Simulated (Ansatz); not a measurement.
# InH3 (SMILES [InH3]): levels of theory compared

We compute a comparison of 6 runs (BHLYP/STO-3G, UB3LYP/STO-3G, UPBE0/STO-3G, revPBE/STO-3G, RPA@PBE/STO-3G, CCSDTQ/STO-3G) of InH3. 

The results are computed with Ansatz 0.2.0.

29 further runs of the same task are left out: 1 that didn't finish, 28 set aside as unsound or not needed.

### 1 The system as given

InH3 has 4 atoms, charge 0, and is taken as a singlet. SMILES: `[InH3]`. The H3–In1 distance was set to 3.448 Å, away from the relaxed value. At this shape a bond of the SMILES string is far longer than usual.

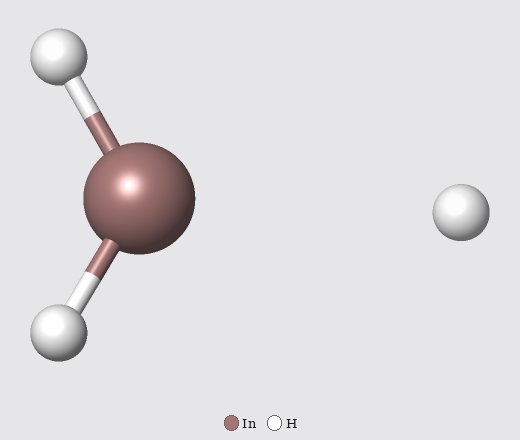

Viewed from a chosen angle; indium brown, hydrogen white.

### 2 The energy at BHLYP/STO-3G (run 1)

The input, run.yaml:

```yaml
crystal:
  periodic: [false, false, false]
  atoms:
    - {symbol: In, position_ang: [1.123415, 0.077101, 1.311217]}
    - {symbol: H, position_ang: [1.525015, 1.608201, 1.994517]}
    - {symbol: H, position_ang: [-1.095600, -0.107300, -1.321400]}
    - {symbol: H, position_ang: [1.831315, -1.361799, 1.944317]}
basis:
  gaussian: {orbitals: STO-3G}
hamiltonian: {xc: {name: BHLYP}}
accuracy: high
```

The run is started by

```bash
$ ansatz run run.yaml --threads 1 --pin off --max-ram 2610MiB --events-out events.jsonl --progress --plain --runs-dir runs
```

The log of the run:

```text
Warning: RAYON_NUM_THREADS=1 ignored (pool sized by the plan → 1); use --threads N
Functional definition: BHLYP
  name "BHLYP"
  parameter a = 0.5
  exchange = (1 - a)*b88_x + a*exact_x
  correlation = lyp_c
521 factors; integrals over basis functions are off by at most 3.9e-9 eV
mean field evaluation 1: about -154734.3633 eV, gradient 1.3e1 eV
mean field evaluation 2: about -154728.9236 eV, gradient 1.4e1 eV
mean field evaluation 4: about -154737.2875 eV, gradient 1.2e1 eV
mean field evaluation 8: about -154737.4805 eV, gradient 1.1e1 eV
mean field evaluation 16: about -154738.9862 eV, gradient 2.0e-8 eV
mean field -154738.98618404 eV, -5686.5528564114 hartree, gradient 2.0e-8 eV, S^2 0.000000; 0 other end points of the search recorded, 0 dependent functions left out
reference -154738.98620359 eV, -5686.5528571298 hartree; 26, 26 occupied and 4, 4 virtual orbitals, 521 factors
Total energy: -154738.98620359 eV, -5686.5528571298 hartree
```

Run time: 1.5 s. Hardware: 1 thread of Arm Neoverse V1, shared host; peak memory 0.097 GiB.

### 3 The energy at UB3LYP/STO-3G (run 2)

The input, job.yaml:

```yaml
basis:
  gaussian: {orbitals: STO-3G}
crystal:
  periodic: [false, false, false]
  atoms:
    - {symbol: In, position_ang: [1.123415, 0.077101, 1.311217]}
    - {symbol: H, position_ang: [1.525015, 1.608201, 1.994517]}
    - {symbol: H, position_ang: [-1.095600, -0.107300, -1.321400]}
    - {symbol: H, position_ang: [1.831315, -1.361799, 1.944317]}
magnetization: {spin_polarized: true, initial_magnetization: 0}
hamiltonian: {xc: {name: B3LYP}}
accuracy: high
```

The run is started by

```bash
$ ansatz run job.yaml --threads 1 --pin off --max-ram 2610MiB --events-out events.jsonl --progress --plain --runs-dir runs
```

The log of the run:

```text
Warning: RAYON_NUM_THREADS=1 ignored (pool sized by the plan → 1); use --threads N
Functional definition: B3LYP
  name "B3LYP"
  parameter a0 = 0.2
  parameter ax = 0.72
  parameter ac = 0.81
  exchange = (1 - a0 - ax)*slater_x + ax*b88_x + a0*exact_x
  correlation = (1 - ac)*vwn_rpa_c + ac*lyp_c
521 factors; integrals over basis functions are off by at most 3.9e-9 eV
mean field evaluation 1: about -154728.4146 eV, gradient 1.5e1 eV
mean field evaluation 2: about -154722.9420 eV, gradient 1.0e1 eV
mean field evaluation 4: about -154730.8541 eV, gradient 1.0e1 eV
mean field evaluation 8: about -154733.2867 eV, gradient 9.0e0 eV
mean field evaluation 16: about -154735.8719 eV, gradient 2.8e-1 eV
mean field evaluation 32: about -154735.8709 eV, gradient 4.6e-4 eV
mean field -154735.87092299 eV, -5686.4383726796 hartree, gradient 7.8e-9 eV, S^2 0.862330; 2 other end points of the search recorded, 0 dependent functions left out
reference -154735.87095148 eV, -5686.4383737267 hartree; 26, 26 occupied and 4, 4 virtual orbitals, 521 factors
Total energy: -154735.87095148 eV, -5686.4383737267 hartree
```

Wall time 6.9 s (1 thread of Arm Neoverse V1, shared host); peak memory 0.14 GiB.

### 4 The energy at UPBE0/STO-3G (run 3)

The input, in.yaml:

```yaml
crystal:
  periodic: [false, false, false]
  atoms:
    - {symbol: In, position_ang: [1.123415, 0.077101, 1.311217]}
    - {symbol: H, position_ang: [1.525015, 1.608201, 1.994517]}
    - {symbol: H, position_ang: [-1.095600, -0.107300, -1.321400]}
    - {symbol: H, position_ang: [1.831315, -1.361799, 1.944317]}
basis:
  gaussian: {orbitals: STO-3G}
accuracy: high
hamiltonian: {xc: {name: PBE0}}
total_charge: 0
magnetization: {spin_polarized: true}
```

The run is started by

```bash
$ ansatz run in.yaml --threads 1 --pin off --max-ram 2610MiB --events-out events.jsonl --progress --plain --runs-dir runs
```

The log of the run:

```text
Warning: RAYON_NUM_THREADS=1 ignored (pool sized by the plan → 1); use --threads N
Functional definition: PBE0
  name "PBE0"
  parameter a = 0.25
  parameter kappa = 0.804
  parameter beta = 0.06672455060314922
  exchange = (1 - a)*pbe_x(kappa = kappa, mu = beta*pi^2/3) + a*exact_x
  correlation = pbe_c(beta = beta)
521 factors; integrals over basis functions are off by at most 3.9e-9 eV
mean field evaluation 1: about -154721.2606 eV, gradient 1.3e1 eV
mean field evaluation 2: about -154715.6757 eV, gradient 9.3e0 eV
mean field evaluation 4: about -154722.8798 eV, gradient 1.0e1 eV
mean field evaluation 8: about -154723.0054 eV, gradient 1.0e1 eV
mean field evaluation 16: about -154727.0328 eV, gradient 2.1e-8 eV
mean field evaluation 32: about -154728.2330 eV, gradient 9.1e-2 eV
mean field -154728.20646750 eV, -5686.1567091354 hartree, gradient 3.9e-8 eV, S^2 0.923364; 3 other end points of the search recorded, 0 dependent functions left out
reference -154728.20646906 eV, -5686.1567091926 hartree; 26, 26 occupied and 4, 4 virtual orbitals, 521 factors
Total energy: -154728.20646906 eV, -5686.1567091926 hartree
```

Run time: 5.7 s. Hardware: 1 thread of Arm Neoverse V1, shared host; peak memory 0.14 GiB.

Runs 4 to 5 aren't shown in full; the table further down has their settings and results.

### 5 A single-point energy at CCSDTQ/STO-3G (run 6)

The input, job.yaml:

```yaml
crystal:
  periodic: [false, false, false]
  atoms:
    - symbol: In
      position_ang: [1.123415, 0.077101, 1.311217]
    - symbol: H
      position_ang: [1.525015, 1.608201, 1.994517]
    - symbol: H
      position_ang: [-1.095600, -0.107300, -1.321400]
    - symbol: H
      position_ang: [1.831315, -1.361799, 1.944317]
basis:
  gaussian:
    orbitals: STO-3G
correlation:
  method: ccsdtq
  frozen_orbitals: {H: 0, In: 18}
accuracy: high
scf:
  omitted_lower_state_checks: [cluster_reference, increment]
```

The run is started by

```bash
$ ansatz run job.yaml --threads 1 --pin off --max-ram 2610MiB --events-out events.jsonl --progress --plain --runs-dir runs
```

The log of the run:

```text
Warning: RAYON_NUM_THREADS=1 ignored (pool sized by the plan → 1); use --threads N
[... 12 lines left out ...]
18 core orbitals not correlated: weight in the atoms' cores, before any rotation towards them, 1.000 or more for the frozen orbitals, at most 0.000 for the correlated occupied ones
[... 32 lines left out ...]
WARN: these amplitudes may be one of several solutions (largest doubles amplitude 0.74, level shift 8.00 eV)
Total energy: -154682.44458580 eV, -5684.4749910014 hartree
Checks for a lower state left out: cluster_reference, increment
```

Wall time 5.4 s (1 thread of Arm Neoverse V1, shared host); peak memory 0.13 GiB.

### 6 Overview of the runs

| run | level | frozen core orbitals | energy (Eh) | wall time |
| --- | --- | --- | --- | --- |
| 1 | BHLYP/STO-3G | – | -5686.552857 | 1.5 s |
| 2 | UB3LYP/STO-3G | – | -5686.438374 | 6.9 s |
| 3 | UPBE0/STO-3G | – | -5686.156709 | 5.7 s |
| 4 | revPBE/STO-3G | – | -5686.086262 | 1.6 s |
| 5 | RPA@PBE/STO-3G | 18 | -5684.472970 | 3.6 s |
| 6 | CCSDTQ/STO-3G | 18 | -5684.474991 | 5.4 s |

### 7 Outcome

```
                                           quantity           value
                                run 6: total energy  -5684.47499 Eh
run 6: correlation energy (18 core orbitals frozen)      -168.2 mEh
                               run 6: T1 diagnostic           0.045
```

In words: Totals of different functionals can't be ranked against each other. In runs 5, 6 the log says that unrestricted orbitals would lower the reference, so the values rest on an unstable closed-shell determinant (other closed-shell runs at this shape may share the fault). In runs 1, 2, 3, 4, 5, 6 the basis is minimal, so the values are rough. In runs 1, 2, 3, 4, 5, 6 relativity is left out where basis or elements ask for it. Spin contamination of the reference: run 3 ⟨S²⟩ = 0.92, run 2 ⟨S²⟩ = 0.86. Where it is this large, the reference is a mixture of spin states, and values that rest on it are in doubt. All runs together took 25 s, the longest 6.9 s.
